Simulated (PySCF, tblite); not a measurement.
**C8H6OSi: geometry, infrared bands and NMR shifts**

Wanted: the infrared bands and NMR shifts of C8H6OSi (`CC#C[SiH2]C#CC#CC=O`), by calculation.

The runs use tblite 0.8.0 and PySCF 2.14.0, with density-fitted response routines of our own; the level of theory stands in each step. All values are computed, except where a source is named. Atoms count from 0, in the outputs and in this text.

## (1) Starting geometry

16 atoms, charge 0, multiplicity 1; geometry from: force field or distance geometry start.

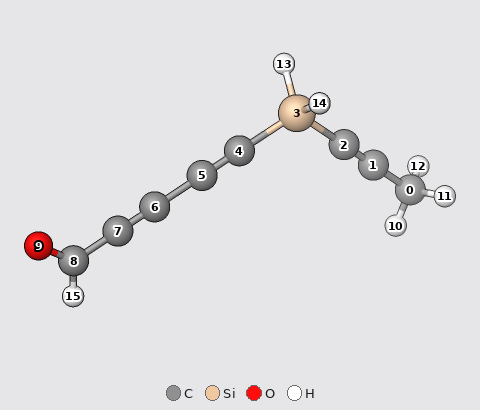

The starting geometry (carbon grey, silicon light orange, oxygen red, hydrogen white), atoms numbered.

## (2) Geometry optimisation with GFN2-xTB

What the job is given:

```
{"job": {"kind": "relax", "xc": "GFN2-xTB", "basis": "xTB"}, "charge": 0, "multiplicity": 1}
C      4.245400     1.322400     0.793100
C      2.936400     0.820800     1.236500
C      1.886600     0.394800     1.620200
Si     0.215200    -0.246300     2.184400
C     -0.985500    -0.450400     0.782400
C     -1.761700    -0.575100    -0.137300
C     -2.746900    -0.732700    -1.305300
C     -3.512700    -0.856400    -2.208200
C     -4.434000    -1.012300    -3.307000
O     -5.578600    -1.424300    -3.120300
H      4.231300     1.486700    -0.289600
H      5.032800     0.613300     1.030400
H      4.467100     2.277900     1.290700
H     -0.351800     0.673500     3.199000
H      0.402700    -1.556300     2.866300
H     -4.054000    -0.726600    -4.287500
```

Started as:

```
OMP_NUM_THREADS=1 python probes_run.py task.json out
```

One launch serves the whole session: the jobs run in the order shown.

Log:

```text
step      E/eV     max force
  0    -700.34741    6.706
  1    -700.28594    7.874
  2    -700.80516    2.323
  3    -700.79199    3.238
  4    -700.89160    0.581
  5    -700.91392    0.472
  6    -700.95902    0.895
  7    -700.96970    1.352
  8    -700.99209    0.500
  9    -701.01514    0.560
 10    -701.02310    0.424
 11    -701.02891    0.225
 12    -701.03631    0.335
 13    -701.04012    0.341
 14    -701.04292    0.160
 15    -701.04409    0.090
 16    -701.04493    0.102
 17    -701.04549    0.085
 18    -701.04590    0.042
 19    -701.04626    0.059
 20    -701.04663    0.078
 21    -701.04701    0.062
 22    -701.04737    0.056
 23    -701.04765    0.041
 24    -701.04782    0.044
 25    -701.04791    0.029
 26    -701.04799    0.020
 27    -701.04806    0.023
 28    -701.04812    0.026
 29    -701.04817    0.019
 30    -701.04820    0.019
 31    -701.04825    0.027
 32    -701.04831    0.031
 33    -701.04837    0.028
 34    -701.04840    0.017
 35    -701.04842    0.013
 36    -701.04844    0.019
 37    -701.04847    0.026
 38    -701.04851    0.030
 39    -701.04857    0.025
 40    -701.04864    0.033
 41    -701.04876    0.044
 42    -701.04892    0.059
 43    -701.04906    0.046
 44    -701.04913    0.018
 45    -701.04916    0.015
 46    -701.04919    0.023
 47    -701.04924    0.035
 48    -701.04931    0.040
 49    -701.04938    0.034
 50    -701.04943    0.023
 51    -701.04947    0.024
 52    -701.04950    0.025
 53    -701.04953    0.020
 54    -701.04956    0.022
 55    -701.04959    0.021
 56    -701.04961    0.019
 57    -701.04963    0.015
 58    -701.04965    0.013
 59    -701.04967    0.018
 60    -701.04971    0.028
 61    -701.04977    0.043
 62    -701.04987    0.046
 63    -701.04995    0.031
 64    -701.05002    0.017
 65    -701.05008    0.027
 66    -701.05017    0.047
 67    -701.05030    0.056
 68    -701.05042    0.040
 69    -701.05048    0.012
 70    -701.05050    0.011
 71    -701.05052    0.020
 72    -701.05056    0.030
 73    -701.05063    0.032
 74    -701.05071    0.027
 75    -701.05082    0.031
 76    -701.05097    0.037
 77    -701.05118    0.061
 78    -701.05144    0.069
 79    -701.05165    0.046
 80    -701.05176    0.024
 81    -701.05182    0.029
 82    -701.05187    0.035
 83    -701.05194    0.039
 84    -701.05199    0.032
 85    -701.05203    0.022
 86    -701.05205    0.018
 87    -701.05207    0.013
 88    -701.05208    0.007
```

Run time: 1.1 s. Hardware: 1 thread of Arm Neoverse N1, shared host; peak memory 0.18 GiB.

Step by step: (not every step is listed) (the energy doesn't fall at every step)

| step | energy from step 0 (eV) | largest force (eV/Å) |
| --- | --- | --- |
| 0 | 0.0000 | 6.7063 |
| 1 | 0.0615 | 7.8741 |
| 2 | -0.4578 | 2.3228 |
| 3 | -0.4446 | 3.2381 |
| 4 | -0.5442 | 0.5806 |
| 5 | -0.5665 | 0.4717 |
| 6 | -0.6116 | 0.8946 |
| 7 | -0.6223 | 1.3525 |
| 8 | -0.6447 | 0.4997 |
| 15 | -0.6967 | 0.0904 |
| 22 | -0.7000 | 0.0556 |
| 29 | -0.7008 | 0.0191 |
| 36 | -0.7010 | 0.0193 |
| 43 | -0.7017 | 0.0462 |
| 50 | -0.7020 | 0.0226 |
| 57 | -0.7022 | 0.0154 |
| 64 | -0.7026 | 0.0172 |
| 71 | -0.7031 | 0.0198 |
| 78 | -0.7040 | 0.0689 |
| 83 | -0.7045 | 0.0389 |
| 84 | -0.7046 | 0.0321 |
| 85 | -0.7046 | 0.0217 |
| 86 | -0.7046 | 0.0182 |
| 87 | -0.7047 | 0.0127 |
| 88 | -0.7047 | 0.0073 |

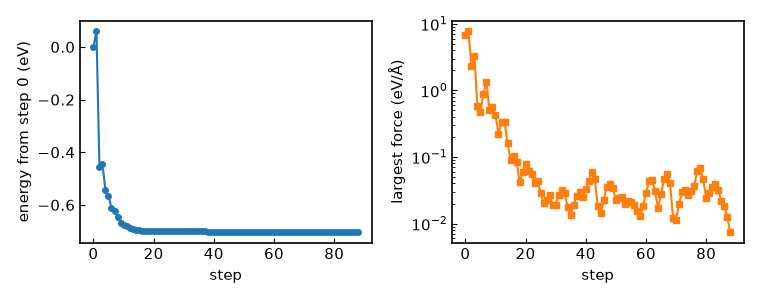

Energy and largest force along the relaxation.

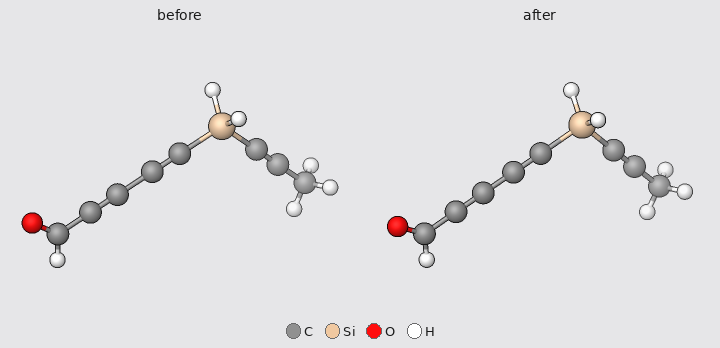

Before and after, at one scale.

Distances of close pairs at the start and the end, largest changes first:

| bond | before (Å) | after (Å) | change (Å) |
| --- | --- | --- | --- |
| C5–C6 | 1.536 | 1.351 | -0.185 |
| C2–Si3 | 1.877 | 1.842 | -0.035 |
| C8–O9 | 1.231 | 1.205 | -0.026 |
| C0–C1 | 1.470 | 1.445 | -0.026 |
| C6–C7 | 1.190 | 1.216 | +0.025 |
| C7–C8 | 1.442 | 1.418 | -0.025 |
| Si3–H14 | 1.489 | 1.467 | -0.022 |
| C8–H15 | 1.090 | 1.111 | +0.021 |

The end geometry stands in the next job.

## (3) Infrared spectrum with GFN2-xTB

What the job is given:

```
{"job": {"kind": "ir", "xc": "GFN2-xTB", "basis": "xTB"}, "charge": 0, "multiplicity": 1}
C      4.061336     1.285611     0.657057
C      2.810469     0.781114     1.174861
C      1.765955     0.360337     1.604830
Si     0.176233    -0.278840     2.282141
C     -0.974862    -0.451981     0.838607
C     -1.732895    -0.567621    -0.103937
C     -2.581061    -0.699532    -1.147607
C     -3.336584    -0.815100    -2.093099
C     -4.211473    -0.947791    -3.200583
O     -5.349017    -1.343043    -3.162542
H      3.987633     1.426054    -0.421527
H      4.864844     0.579849     0.868557
H      4.299325     2.241897     1.123247
H     -0.415928     0.688392     3.212466
H      0.359935    -1.610371     2.869481
H     -3.731510    -0.640031    -4.154316
```

Log:

```text
mode    cm-1     km/mol
  1       6.4     13.11
  2      26.4      0.19
  3      32.5      0.03
  4      68.4      2.58
  5      71.2      2.33
  6     135.4      0.75
  7     142.1      3.94
  8     169.8      0.18
  9     192.2      9.42
 10     251.8     13.04
 11     262.0      1.24
 12     311.9      0.20
 13     321.1      2.86
 14     408.2     20.05
 15     409.8      1.95
 16     428.7      0.10
 17     483.8    147.98
 18     555.1      0.19
 19     560.3     20.94
 20     619.8      4.98
 21     707.8    599.78
 22     763.8    275.07
 23     848.7    261.21
 24     890.6      1.54
 25    1015.1      4.04
 26    1015.2      5.29
 27    1111.5      4.52
 28    1243.7      3.59
 29    1359.0     43.05
 30    1384.0      2.10
 31    1448.9      6.78
 32    1449.1      6.62
 33    1725.4    646.25
 34    2219.5    441.28
 35    2222.0    186.72
 36    2236.1    219.02
 37    2265.3    129.67
 38    2325.2    285.82
 39    2721.9    125.54
 40    3000.3     18.45
 41    3000.8     17.07
 42    3007.9     26.11
```

Run time: 1.1 s. Hardware: 1 thread of Arm Neoverse N1, shared host; peak memory 0.18 GiB.

The strongest bands and the atoms that carry them (share of the mass-weighted mode):

| cm⁻¹ | km/mol | atoms |
| --- | --- | --- |
| 708 | 599.8 | H13 38 %, H14 38 %, Si3 17 % |
| 764 | 275.1 | H14 47 %, H13 47 % |
| 849 | 261.2 | C8 40 %, C5 19 %, C4 18 % |
| 1725 | 646.2 | C8 60 %, O9 39 % |
| 2220 | 441.3 | H13 49 %, H14 47 % |
| 2222 | 186.7 | C4 32 %, C5 30 %, C7 20 %, C6 12 % |
| 2236 | 219.0 | H14 47 %, H13 46 % |
| 2325 | 285.8 | C1 52 %, C2 46 % |

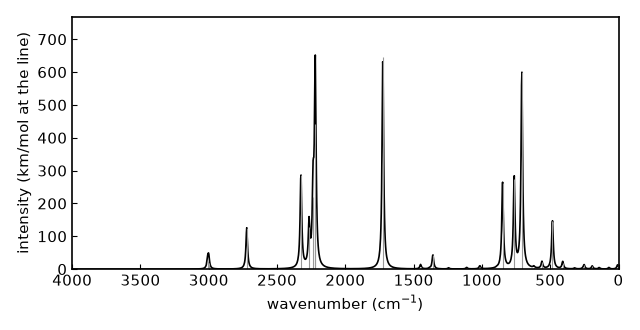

The infrared spectrum from these modes, unscaled. Lines are broadened to a width of 14 cm⁻¹ (Lorentzian).

## (4) Shielding tensors: PBE0/pcSseg-1

The job, as its differences from that of step 3:

```diff
@@ -1,2 +1,2 @@
-{"job": {"kind": "ir", "xc": "GFN2-xTB", "basis": "xTB"}, "charge": 0, "multiplicity": 1}
+{"job": {"kind": "nmr", "xc": "PBE0", "basis": "pcSseg-1"}, "charge": 0, "multiplicity": 1}
 C      4.061336     1.285611     0.657057
```

Level: GIAO PBE0/pcSseg-1 NMR shielding, non-relativistic, gas phase.

Log:

```text
coarse grid: 15120 points
cycle   1  E = -672.1317254109  dE =  1.589e+00  |g| = 8.515e-01  |ddm| = 4.510e+00
cycle   2  E = -671.6689364437  dE =  4.628e-01  |g| = 1.724e+00  |ddm| = 3.448e+00
cycle   3  E = -672.2742754045  dE = -6.053e-01  |g| = 2.257e-01  |ddm| = 2.681e+00
cycle   4  E = -672.2855476062  dE = -1.127e-02  |g| = 8.297e-02  |ddm| = 3.428e-01
cycle   5  E = -672.2863876343  dE = -8.400e-04  |g| = 6.279e-02  |ddm| = 1.172e-01
cycle   6  E = -672.2873653636  dE = -9.777e-04  |g| = 9.646e-03  |ddm| = 5.061e-02
cycle   7  E = -672.2873827464  dE = -1.738e-05  |g| = 5.314e-03  |ddm| = 1.145e-02
cycle   8  E = -672.2873893645  dE = -6.618e-06  |g| = 1.714e-03  |ddm| = 4.893e-03
final grid: 145032 points
cycle   9  E = -672.3607486951  dE = -6.799e-06  |g| = 1.285e-02  |ddm| = 1.118e-01
cycle  10  E = -672.3606471125  dE =  1.016e-04  |g| = 2.620e-02  |ddm| = 3.894e-02
cycle  11  E = -672.3607807276  dE = -1.336e-04  |g| = 2.395e-03  |ddm| = 2.685e-02
cycle  12  E = -672.3607820094  dE = -1.282e-06  |g| = 8.514e-04  |ddm| = 2.692e-03
cycle  13  E = -672.3607822010  dE = -1.917e-07  |g| = 1.973e-04  |ddm| = 9.075e-04
cycle  14  E = -672.3607822118  dE = -1.077e-08  |g| = 3.367e-05  |ddm| = 2.070e-04
cycle  15  E = -672.3607822119  dE = -1.487e-10  |g| = 2.528e-05  |ddm| = 6.308e-05
converged SCF energy = -672.3607822119

GIAO shielding tensors (ppm)
atom      isotropic    diamagn.    paramagn.     s11        s22        s33       span
  0 C      180.719     251.739     -71.019    172.162    172.200    197.797     25.636
  1 C       70.678     275.551    -204.873    -26.730    -24.968    263.733    290.463
  2 C      109.636     257.800    -148.165     26.847     32.105    269.955    243.109
  3 Si     442.113     882.870    -440.758    437.768    438.161    450.409     12.640
  4 C       83.849     265.360    -181.511     -6.015      8.636    248.927    254.941
  5 C       91.366     253.229    -161.863      3.350      4.530    266.219    262.869
  6 C       97.130     247.331    -150.200     41.125     44.412    205.853    164.728
  7 C      111.594     261.360    -149.765     14.653     27.718    292.412    277.759
  8 C        5.828     251.143    -245.315    -87.960      2.681    102.763    190.723
  9 O     -433.827     391.855    -825.682  -1178.989   -532.483    409.990   1588.979
 10 H       29.526      32.853      -3.327     24.494     28.077     36.007     11.513
 11 H       29.579      25.427       4.152     24.639     27.752     36.345     11.707
 12 H       29.578      25.405       4.173     24.637     27.756     36.340     11.703
 13 H       26.872      28.516      -1.644     23.325     25.467     31.824      8.500
 14 H       26.874      28.517      -1.643     23.325     25.468     31.830      8.505
 15 H       22.123      27.472      -5.349     19.329     20.840     26.201      6.872
```

Wall time 87 s (1 thread of Arm Neoverse N1, shared host); peak memory 0.91 GiB.

The references, computed at this level on geometries of the same kind, shield at (ppm): ¹H TMS 31.72, ¹³C TMS 186.9, ²⁹Si TMS 349.2, ¹⁷O H2O 336.1. Their shielding less the atom's gives the shift. The references are single molecules in the gas phase, so shifts against H2O, NH3, PH3, H3PO4 or CFCl3 are not on the usual liquid scales and can be off by tens of ppm. Atoms listed in one row are averaged.

| atoms | environment | σ (ppm) | δ (ppm) | δ scaled to CDCl3 |
| --- | --- | --- | --- | --- |
| C8 | aldehyde carbonyl carbon | 5.8 | 181.1 | 174.8 |
| C1 | alkyne carbon | 70.7 | 116.2 | 111.5 |
| C4 | alkyne carbon | 83.8 | 103.1 | 98.7 |
| C5 | alkyne carbon | 91.4 | 95.6 | 91.4 |
| C6 | alkyne carbon | 97.1 | 89.8 | 85.7 |
| C2 | alkyne carbon | 109.6 | 77.3 | 73.5 |
| C7 | alkyne carbon | 111.6 | 75.3 | 71.6 |
| C0 | propargylic methyl carbon | 180.7 | 6.2 | 4.1 |
| H15 | hydrogen on an aldehyde carbonyl carbon | 22.12 | 9.59 | 9.15 |
| H13, H14 | hydrogen on a silicon bonded to 2 C | 26.87 | 4.84 | – |
| H10, H11, H12 | hydrogen on a propargylic methyl carbon | 29.56 | 2.16 | 2.14 |
| Si3 | silicon bonded to 2 C, 2 H | 442.1 | -93.0 | – |
| O9 | aldehyde oxygen | -433.8 | 769.9 | – |

The scaled column applies a straight-line fit of computed shieldings to shifts measured in CDCl3 (root-mean-square error 0.16 ppm for H, 1.9 ppm for C).

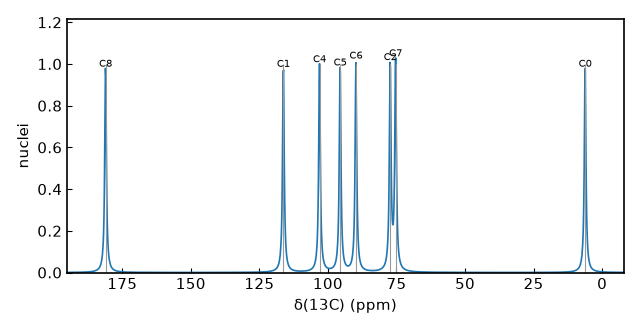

¹³C lines at the computed shifts, without couplings. Lines are broadened to a width of 0.70 ppm (Lorentzian).

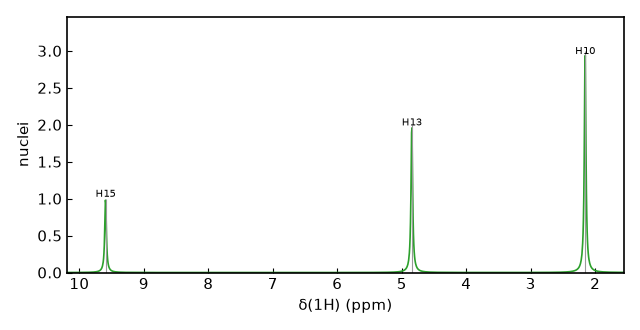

¹H lines at the computed shifts, without couplings. Lines are broadened to a width of 0.03 ppm (Lorentzian).

Charges from the same density, by scheme (e):

| atoms | Mulliken | IAO | Hirshfeld | ESP fit |
| --- | --- | --- | --- | --- |
| C0 | -0.16 | -0.44 | -0.09 | -0.55 |
| C1 | -0.09 | 0.03 | -0.01 | 0.25 |
| C2 | -0.44 | -0.39 | -0.19 | -0.46 |
| Si3 | 0.70 | 0.82 | 0.38 | 0.57 |
| C4 | -0.42 | -0.28 | -0.11 | -0.28 |
| C5 | 0.23 | -0.02 | -0.02 | 0.15 |
| C6 | 0.14 | 0.01 | 0.00 | -0.10 |
| C7 | -0.25 | -0.06 | -0.02 | -0.08 |
| C8 | 0.19 | 0.24 | 0.13 | 0.47 |
| O9 | -0.33 | -0.36 | -0.21 | -0.42 |

ESP fit charges:

C0 -0.55; C1 0.25; C2 -0.46; Si3 0.57; C4 -0.28; C5 0.15; C6 -0.10; C7 -0.08; C8 0.47; O9 -0.42; H10 0.20; H11 0.19; H12 0.19; H13 -0.07; H14 -0.07; H15 0.01

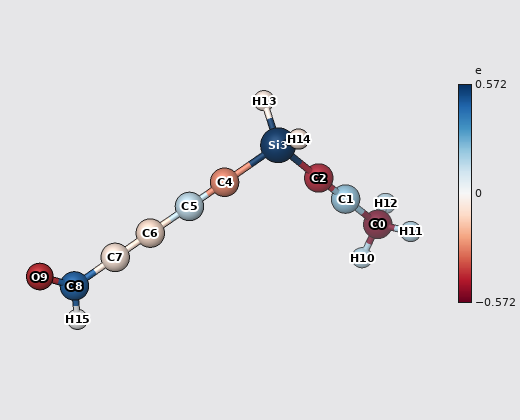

ESP fit charges, as colours on the atoms.

Mayer bond orders: C0–C1 1.18, C1–C2 2.52, C2–Si3 1.02, Si3–C4 0.94, C4–C5 2.15, C5–C6 0.93, C6–C7 1.87, C7–C8 1.14, C8–O9 1.96.

The fields below are evaluated on a grid from the run's orbitals.

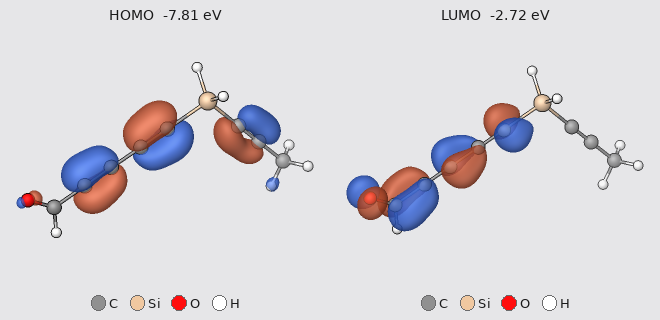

PBE0/pcSseg-1 orbitals near the gap, drawn at the value that encloses 70 % of each; the two colours are the two signs.

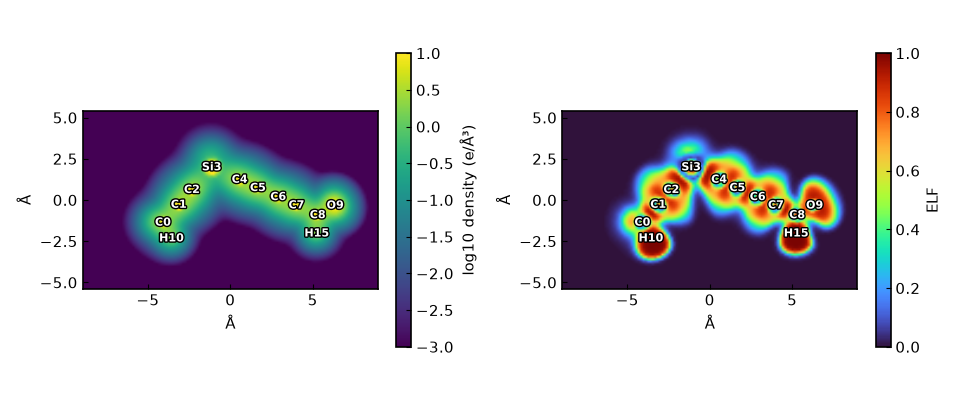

Density (left) and ELF (right) in a plane through or near 12 of the atoms.

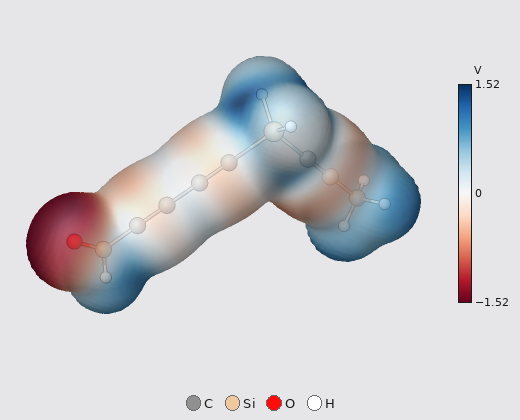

The potential that a unit positive charge feels on the 0.002 e/bohr³ surface, from -1.52 V near O9 to 1.25 V near H14.

## (5) Outcome

```
                                                              quantity                                                 value
                             strongest single infrared mode (GFN2-xTB)                                 1725 cm⁻¹, 646 km/mol
                                          zero-point energy (GFN2-xTB)                                         62.1 kcal/mol
                                ¹³C shifts against TMS (PBE0/pcSseg-1)  181.1, 116.2, 103.1, 95.6, 89.8, 77.3, 75.3, 6.2 ppm
¹H shifts against TMS (PBE0/pcSseg-1, means over atoms taken as alike)                                  9.59, 4.84, 2.16 ppm
                               ²⁹Si shifts against TMS (PBE0/pcSseg-1)                                             -93.0 ppm
                                ¹⁷O shifts against H2O (PBE0/pcSseg-1)                                             769.9 ppm
                                 surface potential, least and greatest                                    -1.52 V and 1.25 V
```

**Reading.** Over 88 steps the energy fell by 0.705 eV; of the close pairs, C5–C6 changed most, 1.536 to 1.351 Å. All 42 modes are real, so the xTB geometry is a minimum. The strongest single mode, at 1725 cm⁻¹, moves mainly C8 and O9. GFN2-xTB is a fitted tight-binding method: band positions and strengths are rough. Its intensities can rank the bands wrongly. C8 (aldehyde carbonyl carbon) lies farthest downfield among carbon, at 181.1 ppm; the double bond to the heteroatom, with no lone-pair donor beside it, deshields it most. The most deshielded hydrogen is H15 (hydrogen on an aldehyde carbonyl carbon), at 9.59 ppm: deshielded by the polar, anisotropic C=O bond. At PBE0/pcSseg-1: The largest span, 1589 ppm, is at O9, where the paramagnetic term is -826 ppm. At PBE0/pcSseg-1, counted by nearest atom on the grid, the HOMO lies on C4, C7 about 23 % each; C5, C6 about 13 % each, the LUMO on O9 20 %; C4, C6, C8 about 18 % each.
